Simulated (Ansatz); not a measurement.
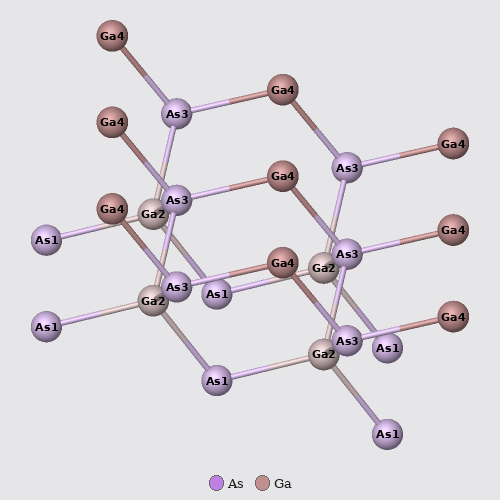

The system is Ag on a GaAs(100) slab cut from the F-43m phase, its upper half relaxed before the scan (4 atoms of substrate and one adsorbate in a 1 × 1 cell); the picture shows it without the atoms that are moved over the map. Ag is moved over the surface cell; relaxed at each place: the height of the adsorbate's atoms and the top layer of the substrate; the origin of the map has the adsorbate above Ga4. Places are given modulo a cell vector. The map is drawn in real space over the plane of the surface. The scan uses an 8 × 8 grid; 27 points were computed and 37 follow by symmetry. Energies: eV, counted from the lowest grid point. The relaxed height changes by up to 1.0 Å between neighbouring points. With one adsorbate in each 1 × 1 cell, its nearest image is 4.1 Å away, so neighbouring adsorbates interact. Computed with DFT PBE, scalar-relativistic, plane waves, PAW (Ansatz 0.2.0). Settings: cutoff 420 eV, k-mesh 7×7×1, gaussian smearing 0.05 eV, spin-polarised.

Range: position of Ag5 along the first surface vector from 0.000 to 0.875; position of Ag5 along the second surface vector from 0.000 to 0.875.

What landscape does the calculation give?

The lowest grid point is at a bridge site between two Ga atoms, (0/8, 4/8) of the cell vectors. The highest grid point, (3/8, 0/8) of the cell vectors [nearest 1 Ga at 2.49 Å], lies 0.502 eV above the lowest. At the lowest point the adsorbate has 2 Ga at 2.59 Å as nearest neighbours, at the highest 1 Ga at 2.49 Å. Its relaxed height above the top atom is 1.58 Å at the lowest and 1.98 Å at the highest point.

| second ↓, first → | 0/8 | 1/8 | 2/8 | 3/8 | 4/8 | 5/8 | 6/8 | 7/8 |
| --- | --- | --- | --- | --- | --- | --- | --- | --- |
| 7/8 | 0.408 | 0.429 | 0.481 | 0.486 | 0.381 | 0.486 | 0.481 | 0.429 |
| 6/8 | 0.364 | 0.386 | 0.439 | 0.442 | 0.336 | 0.442 | 0.439 | 0.386 |
| 5/8 | 0.069 | 0.085 | 0.088 | 0.041 | 0.053 | 0.041 | 0.088 | 0.085 |
| 4/8 | 0.000 | 0.027 | 0.088 | 0.060 | 0.089 | 0.060 | 0.088 | 0.027 |
| 3/8 | 0.069 | 0.085 | 0.088 | 0.041 | 0.053 | 0.041 | 0.088 | 0.085 |
| 2/8 | 0.364 | 0.386 | 0.439 | 0.442 | 0.336 | 0.442 | 0.439 | 0.386 |
| 1/8 | 0.408 | 0.429 | 0.481 | 0.486 | 0.381 | 0.486 | 0.481 | 0.429 |
| 0/8 | 0.422 | 0.443 | 0.496 | 0.502 | 0.399 | 0.502 | 0.496 | 0.443 |

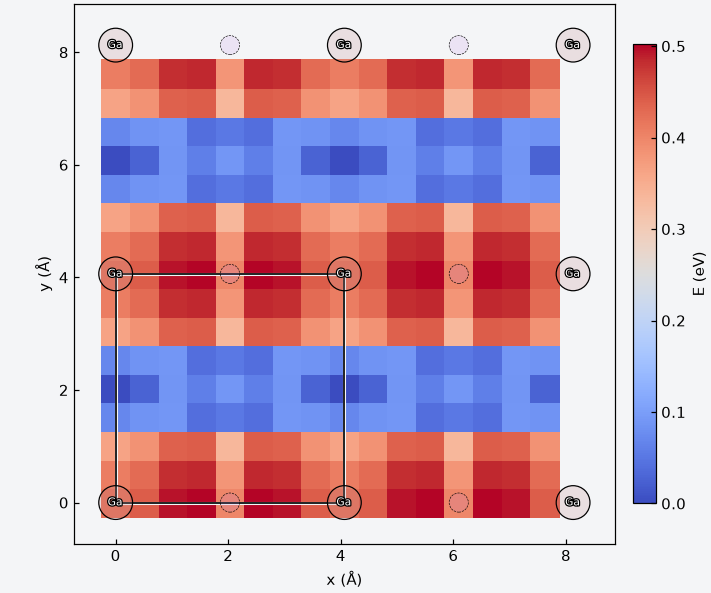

In the figure: one coloured cell a grid point, labelled circles for the atoms of the top layer and small ones for the second layer, the outline of one cell of the 2 × 2 shown.

Each point was launched as `ansatz run input.yaml --threads 2 --pin off --max-ram 6144MiB --backend cpu --events-out ev --progress --plain --runs-dir out`. Time for the 27 points that were run: 43 min on 2 threads of Intel(R) Xeon(R) 6975P-C (Granite Rapids) (shared host).

PAW datasets: the set soft_1.
